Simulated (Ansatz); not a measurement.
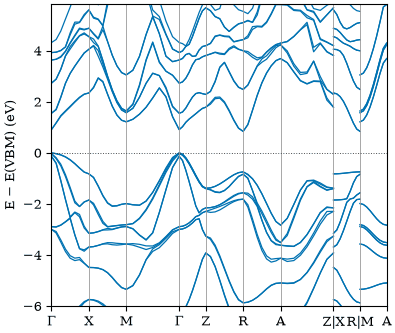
Band structure from r²SCAN with spin–orbit coupling in the plane-wave PAW code Ansatz

**Question.** Read off the gap and where the band edges lie.

**Answer.** About 0.8 eV (0.84 eV by a search for the band edges); maximum at Γ, minimum at R.

The material is ZnSnP$_{2}$ in space group P-4m2 (No. 115; Zn on 1a, Sn on 1c, P on 2g).

The workflow started from a Materials Project entry (that database holds measured and hypothetical structures alike); the Crystallography Open Database copy checked does not list it. Its standing as an ambient phase is unchecked. Symmetry was held in the r²SCAN relaxation; its stability against distortions is not shown here.

Potentials: the later of the program's two PAW sets.
